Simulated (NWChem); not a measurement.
**Run report: SiF$_{3}$, energy and gradient calculation (part 2 of 2)**

The same run, continued: SiF$_{3}$, multiplicity 2, SMILES F[Si](F)F; HF/STO-3G, UHF (NWChem 7.3.0). The geometry comes from this level: PBE0-D4/def2-TZVP.

Geometry of the input (Å):
```
F  0.7849  -0.5070  1.1517
Si -0.2828  0.2131  0.2343
F  -0.9943  -0.8922  -0.6443
F  0.4922  1.1862  -0.7416
```

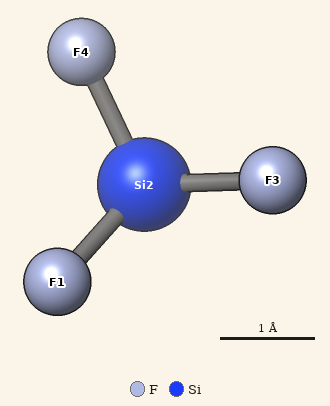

Figure 1. The input geometry (ball-and-stick view, seen at a tilt; atoms are numbered from 1 in the order of the input).

### The program's output, continued
```
 Vector   18  Occ=1.000000D+00  E=-4.391625D-01
              MO Center=  9.4D-02, -7.1D-02, -7.8D-02, r^2= 2.5D+00
   Bfn.  Coefficient  Atom+Function         Bfn.  Coefficient  Atom+Function
  ----- ------------  ---------------      ----- ------------  ---------------
     4      0.470253  1 F  py                19      0.428501  3 F  pz
    24     -0.406269  4 F  pz                22     -0.402285  4 F  px
    18     -0.383237  3 F  py                 3      0.336161  1 F  px

 Vector   19  Occ=1.000000D+00  E=-4.259510D-01
              MO Center= -6.3D-02, -2.0D-01, -1.3D-01, r^2= 2.5D+00
   Bfn.  Coefficient  Atom+Function         Bfn.  Coefficient  Atom+Function
  ----- ------------  ---------------      ----- ------------  ---------------
    17      0.591324  3 F  px                 5      0.335639  1 F  pz
    23      0.337221  4 F  py                22      0.319894  4 F  px
     3      0.317922  1 F  px                 4      0.290675  1 F  py
    24      0.245496  4 F  pz                18      0.206139  3 F  py

 Vector   20  Occ=1.000000D+00  E=-4.259395D-01
              MO Center=  2.4D-01,  7.2D-02, -1.4D-02, r^2= 2.5D+00
   Bfn.  Coefficient  Atom+Function         Bfn.  Coefficient  Atom+Function
  ----- ------------  ---------------      ----- ------------  ---------------
    23     -0.529841  4 F  py                 5      0.525088  1 F  pz
    19      0.355902  3 F  pz                18     -0.343626  3 F  py
    24      0.291334  4 F  pz                 4     -0.287180  1 F  py

 Vector   21  Occ=1.000000D+00  E=-2.513538D-01
              MO Center= -3.9D-01,  2.9D-01,  3.2D-01, r^2= 1.9D+00
   Bfn.  Coefficient  Atom+Function         Bfn.  Coefficient  Atom+Function
  ----- ------------  ---------------      ----- ------------  ---------------
    11      0.586042  2 Si s                 12     -0.419512  2 Si px
    14      0.347670  2 Si pz                 3      0.325920  1 F  px
    13      0.316217  2 Si py                22      0.295639  4 F  px
    24     -0.279511  4 F  pz                18     -0.276801  3 F  py
    19     -0.269496  3 F  pz                 4     -0.236900  1 F  py

 Vector   22  Occ=0.000000D+00  E= 5.343238D-01
              MO Center= -2.5D-01,  1.9D-01,  2.2D-01, r^2= 1.6D+00
   Bfn.  Coefficient  Atom+Function         Bfn.  Coefficient  Atom+Function
  ----- ------------  ---------------      ----- ------------  ---------------
    13      0.818277  2 Si py                14     -0.796456  2 Si pz
     3     -0.380073  1 F  px                21     -0.372014  4 F  s
     2      0.337672  1 F  s                 22      0.322967  4 F  px
     9     -0.237467  2 Si py                10      0.231125  2 Si pz
    23      0.231992  4 F  py                24     -0.223392  4 F  pz

 Vector   23  Occ=0.000000D+00  E= 5.344416D-01
              MO Center= -2.8D-01,  1.8D-01,  2.0D-01, r^2= 1.6D+00
   Bfn.  Coefficient  Atom+Function         Bfn.  Coefficient  Atom+Function
  ----- ------------  ---------------      ----- ------------  ---------------
    12      0.836235  2 Si px                13      0.570741  2 Si py
    14      0.530515  2 Si pz                16      0.418646  3 F  s
    18      0.380782  3 F  py                 4     -0.304747  1 F  py
    24     -0.288066  4 F  pz                19      0.283688  3 F  pz
     8     -0.242645  2 Si px                 2     -0.230363  1 F  s

 Vector   24  Occ=0.000000D+00  E= 5.362925D-01
              MO Center=  1.5D-01, -7.9D-02, -1.0D-01, r^2= 1.4D+00
   Bfn.  Coefficient  Atom+Function         Bfn.  Coefficient  Atom+Function
  ----- ------------  ---------------      ----- ------------  ---------------
    11      0.816502  2 Si s                 12      0.558357  2 Si px
    14     -0.435620  2 Si pz                23      0.390330  4 F  py
     5      0.381029  1 F  pz                13     -0.380769  2 Si py
    17     -0.332483  3 F  px                21     -0.329898  4 F  s
     2     -0.325847  1 F  s                 16     -0.310167  3 F  s

                     UHF Final Beta Molecular Orbital Analysis
                     -----------------------------------------

 Vector    9  Occ=1.000000D+00  E=-1.467630D+00
              MO Center=  7.2D-02, -5.4D-02, -6.0D-02, r^2= 2.2D+00
   Bfn.  Coefficient  Atom+Function         Bfn.  Coefficient  Atom+Function
  ----- ------------  ---------------      ----- ------------  ---------------
     2      0.528430  1 F  s                 16      0.528638  3 F  s
    21      0.528420  4 F  s                 11      0.183609  2 Si s

 Vector   10  Occ=1.000000D+00  E=-1.431329D+00
              MO Center= -4.2D-01, -5.0D-01, -2.5D-01, r^2= 1.9D+00
   Bfn.  Coefficient  Atom+Function         Bfn.  Coefficient  Atom+Function
  ----- ------------  ---------------      ----- ------------  ---------------
    16      0.799224  3 F  s                  2     -0.448578  1 F  s
    21     -0.350908  4 F  s                 15     -0.209093  3 F  s

 Vector   11  Occ=1.000000D+00  E=-1.431306D+00
              MO Center=  5.6D-01,  3.9D-01,  1.3D-01, r^2= 1.9D+00
   Bfn.  Coefficient  Atom+Function         Bfn.  Coefficient  Atom+Function
  ----- ------------  ---------------      ----- ------------  ---------------
    21     -0.720440  4 F  s                  2      0.664031  1 F  s
    20      0.188481  4 F  s                  1     -0.173723  1 F  s

 Vector   12  Occ=1.000000D+00  E=-6.125993D-01
              MO Center=  5.0D-02, -3.8D-02, -4.2D-02, r^2= 2.4D+00
   Bfn.  Coefficient  Atom+Function         Bfn.  Coefficient  Atom+Function
  ----- ------------  ---------------      ----- ------------  ---------------
    11      0.559148  2 Si s                 23     -0.321595  4 F  py
     5     -0.313295  1 F  pz                 2     -0.279029  1 F  s
    16     -0.279030  3 F  s                 21     -0.279033  4 F  s
    17      0.273605  3 F  px                18      0.227321  3 F  py
     7     -0.204327  2 Si s                  3     -0.196252  1 F  px

 Vector   13  Occ=1.000000D+00  E=-5.146981D-01
              MO Center=  1.2D-01,  5.7D-02, -1.7D-02, r^2= 2.4D+00
   Bfn.  Coefficient  Atom+Function         Bfn.  Coefficient  Atom+Function
  ----- ------------  ---------------      ----- ------------  ---------------
     4      0.471393  1 F  py                24      0.457953  4 F  pz
    18     -0.334034  3 F  py                22      0.291516  4 F  px
    12      0.277909  2 Si px                16      0.209107  3 F  s
    14      0.182731  2 Si pz                13      0.167766  2 Si py
    17     -0.165508  3 F  px                 5     -0.160176  1 F  pz

 Vector   14  Occ=1.000000D+00  E=-5.146945D-01
              MO Center= -4.0D-02, -1.2D-01, -5.3D-02, r^2= 2.4D+00
   Bfn.  Coefficient  Atom+Function         Bfn.  Coefficient  Atom+Function
  ----- ------------  ---------------      ----- ------------  ---------------
    19     -0.444870  3 F  pz                 3      0.416497  1 F  px
    18      0.325452  3 F  py                22     -0.327016  4 F  px
    13      0.275057  2 Si py                23     -0.257884  4 F  py
    14     -0.251216  2 Si pz                21     -0.196961  4 F  s
     2      0.165157  1 F  s                  5      0.165898  1 F  pz

 Vector   15  Occ=1.000000D+00  E=-4.801585D-01
              MO Center= -2.2D-02,  1.6D-02,  1.8D-02, r^2= 2.4D+00
   Bfn.  Coefficient  Atom+Function         Bfn.  Coefficient  Atom+Function
  ----- ------------  ---------------      ----- ------------  ---------------
    17      0.408537  3 F  px                 5     -0.362671  1 F  pz
    23     -0.340098  4 F  py                22      0.298692  4 F  px
     3      0.277118  1 F  px                11     -0.257559  2 Si s
    19     -0.230228  3 F  pz                24     -0.222922  4 F  pz
     4     -0.215139  1 F  py                12      0.192942  2 Si px

 Vector   16  Occ=1.000000D+00  E=-4.360400D-01
              MO Center=  9.4D-02, -7.1D-02, -7.8D-02, r^2= 2.5D+00
   Bfn.  Coefficient  Atom+Function         Bfn.  Coefficient  Atom+Function
  ----- ------------  ---------------      ----- ------------  ---------------
     4      0.470234  1 F  py                19      0.428544  3 F  pz
    24     -0.406229  4 F  pz                22     -0.402255  4 F  px
    18     -0.383275  3 F  py                 3      0.336157  1 F  px

 Vector   17  Occ=1.000000D+00  E=-4.297166D-01
              MO Center= -3.8D-01, -5.0D-01, -2.4D-01, r^2= 2.1D+00
   Bfn.  Coefficient  Atom+Function         Bfn.  Coefficient  Atom+Function
  ----- ------------  ---------------      ----- ------------  ---------------
    17      0.782401  3 F  px                 5      0.428667  1 F  pz
    23      0.345092  4 F  py                 4      0.213159  1 F  py
    24      0.164536  4 F  pz

 Vector   18  Occ=1.000000D+00  E=-4.296981D-01
              MO Center=  5.5D-01,  3.7D-01,  1.0D-01, r^2= 2.1D+00
   Bfn.  Coefficient  Atom+Function         Bfn.  Coefficient  Atom+Function
  ----- ------------  ---------------      ----- ------------  ---------------
    23     -0.660175  4 F  py                 5      0.633284  1 F  pz
    22      0.292519  4 F  px                 3     -0.192872  1 F  px
    19      0.152838  3 F  pz

 Vector   19  Occ=1.000000D+00  E=-4.085127D-01
              MO Center= -3.8D-03, -1.5D-01, -1.2D-01, r^2= 2.5D+00
   Bfn.  Coefficient  Atom+Function         Bfn.  Coefficient  Atom+Function
  ----- ------------  ---------------      ----- ------------  ---------------
     3      0.515481  1 F  px                22      0.511001  4 F  px
    18      0.416021  3 F  py                19      0.414773  3 F  pz
     4      0.172143  1 F  py

 Vector   20  Occ=1.000000D+00  E=-4.085042D-01
              MO Center=  1.9D-01,  1.3D-02, -3.6D-02, r^2= 2.5D+00
   Bfn.  Coefficient  Atom+Function         Bfn.  Coefficient  Atom+Function
  ----- ------------  ---------------      ----- ------------  ---------------
    24     -0.541125  4 F  pz                 4      0.517543  1 F  py
    18      0.367003  3 F  py                19     -0.367109  3 F  pz
     3     -0.238708  1 F  px                22      0.198569  4 F  px

 Vector   21  Occ=0.000000D+00  E= 2.010934D-01
              MO Center= -5.0D-01,  3.8D-01,  4.2D-01, r^2= 1.6D+00
   Bfn.  Coefficient  Atom+Function         Bfn.  Coefficient  Atom+Function
  ----- ------------  ---------------      ----- ------------  ---------------
    11      0.676691  2 Si s                 12     -0.439997  2 Si px
    14      0.364658  2 Si pz                13      0.331675  2 Si py
     3      0.279175  1 F  px                22      0.249275  4 F  px
    18     -0.241183  3 F  py                24     -0.240658  4 F  pz
    19     -0.230778  3 F  pz                 4     -0.201786  1 F  py

 Vector   22  Occ=0.000000D+00  E= 5.522819D-01
              MO Center=  1.2D-01, -9.4D-02, -1.0D-01, r^2= 1.4D+00
   Bfn.  Coefficient  Atom+Function         Bfn.  Coefficient  Atom+Function
  ----- ------------  ---------------      ----- ------------  ---------------
    11      0.785601  2 Si s                 12      0.549559  2 Si px
    14     -0.456547  2 Si pz                13     -0.415910  2 Si py
    23      0.378036  4 F  py                 5      0.369561  1 F  pz
    17     -0.326547  3 F  px                 2     -0.318094  1 F  s
    16     -0.318709  3 F  s                 21     -0.317922  4 F  s

 Vector   23  Occ=0.000000D+00  E= 5.957009D-01
              MO Center= -2.3D-01,  2.1D-01,  2.1D-01, r^2= 1.6D+00
   Bfn.  Coefficient  Atom+Function         Bfn.  Coefficient  Atom+Function
  ----- ------------  ---------------      ----- ------------  ---------------
    13      0.805701  2 Si py                14     -0.794664  2 Si pz
     3     -0.397280  1 F  px                21     -0.373927  4 F  s
    22      0.345146  4 F  px                 2      0.335209  1 F  s
    24     -0.248993  4 F  pz                 9     -0.231820  2 Si py
    10      0.228645  2 Si pz                23      0.220288  4 F  py

 Vector   24  Occ=0.000000D+00  E= 5.958285D-01
              MO Center= -2.7D-01,  1.7D-01,  2.0D-01, r^2= 1.6D+00
   Bfn.  Coefficient  Atom+Function         Bfn.  Coefficient  Atom+Function
  ----- ------------  ---------------      ----- ------------  ---------------
    12      0.844272  2 Si px                13      0.556744  2 Si py
    14      0.510522  2 Si pz                16      0.409115  3 F  s
    18      0.394507  3 F  py                 4     -0.312354  1 F  py
    19      0.303460  3 F  pz                24     -0.296691  4 F  pz
     8     -0.242910  2 Si px                 2     -0.238475  1 F  s

 center of mass
 --------------
 x =  -0.05645861 y =   0.04254314 z =   0.04678028

 moments of inertia (a.u.)
 ------------------
         332.073443111245         -66.982101526630         -73.632133872801
         -66.982101526630         293.780626554062          55.482450999694
         -73.632133872801          55.482450999694         304.311436236167

  Mulliken analysis of the total density
  --------------------------------------

    Atom       Charge   Shell Charges
 -----------   ------   -------------------------------------------------------
    1 F    9     9.34   2.00  1.96  5.38
    2 Si  14    12.98   2.00  1.99  5.90  1.19  1.90
    3 F    9     9.34   2.00  1.96  5.38
    4 F    9     9.34   2.00  1.96  5.38

  Mulliken analysis of the alpha density
  --------------------------------------

    Atom       Charge   Shell Charges
 -----------   ------   -------------------------------------------------------
    1 F    9     4.72   1.00  0.98  2.75
    2 Si  14     6.83   1.00  1.00  2.95  0.73  1.15
    3 F    9     4.72   1.00  0.98  2.75
    4 F    9     4.72   1.00  0.98  2.75

   Mulliken analysis of the beta density
   -------------------------------------

    Atom       Charge   Shell Charges
 -----------   ------   -------------------------------------------------------
    1 F    9     4.62   1.00  0.98  2.64
    2 Si  14     6.15   1.00  0.99  2.95  0.46  0.75
    3 F    9     4.62   1.00  0.98  2.64
    4 F    9     4.62   1.00  0.98  2.64

   Mulliken analysis of the spin density
   -------------------------------------

    Atom       Charge   Shell Charges
 -----------   ------   -------------------------------------------------------
    1 F    9     0.11   0.00  0.00  0.11
    2 Si  14     0.67   0.00  0.00  0.01  0.27  0.40
    3 F    9     0.11   0.00  0.00  0.11
    4 F    9     0.11   0.00  0.00  0.11

       Multipole analysis of the density wrt the origin
       ------------------------------------------------

     L   x y z        total         alpha         beta         nuclear
     -   - - -        -----         -----         ----         -------
     0   0 0 0     -0.000000    -21.000000    -20.000000     41.000000

     1   1 0 0     -0.419169      1.590323      0.662108     -2.671600
     1   0 1 0      0.315670     -1.198486     -0.498970      2.013125
     1   0 0 1      0.347184     -1.317800     -0.548641      2.213625

     2   2 0 0    -17.220520    -41.712993    -38.858722     63.351195
     2   1 1 0     -1.261652    -16.060024    -16.675350     31.473722
     2   1 0 1     -1.386916    -17.654332    -18.330959     34.598375
     2   0 2 0    -17.941876    -50.893407    -48.392308     81.343839
     2   0 1 1      1.045072     13.302533     13.812709    -26.070170
     2   0 0 2    -17.743513    -48.368630    -45.770570     76.395686

                              NWChem Gradients Module
                              -----------------------

  wavefunction    =   UHF

                         UHF ENERGY GRADIENTS

    atom               coordinates                        gradient
                 x          y          z           x          y          z
   1 F       1.483152  -0.958167   2.176398   -0.019995   0.014009  -0.006598
   2 Si     -0.534320   0.402625   0.442725    0.033358  -0.025183  -0.027676
   3 F      -1.878879  -1.686108  -1.217626    0.002868   0.018960   0.016509
   4 F       0.930048   2.241650  -1.401496   -0.016231  -0.007786   0.017765

                 ----------------------------------------
                 |  Time  |  1-e(secs)   |  2-e(secs)   |
                 ----------------------------------------
                 |  CPU   |       0.00   |       0.07   |
                 ----------------------------------------
                 |  WALL  |       0.00   |       0.07   |
                 ----------------------------------------

 Task  times  cpu:        0.5s     wall:        0.5s
 Total times  cpu:        0.5s     wall:        0.5s
```

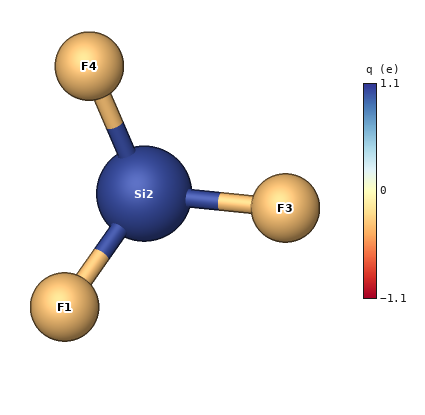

Figure 2. Mulliken charges, as the colour of each atom (ball-and-stick view, seen on its broad side; atoms are numbered from 1 in the order of the input). By element: F −0.34 and Si +1.02 e.

### Key numbers

| quantity | value |
| --- | --- |
| outcome | converged |
| total energy | −579.725493 hartree |
| basis functions | 24 |
| largest force | 2.578 eV/Å |
| ⟨S²⟩ | 0.757 |
| SCF solution under orbital rotations | stable |
| dipole moment | 1.60 D |
| wall time | 1 s |
| peak memory | 0.1 GiB |
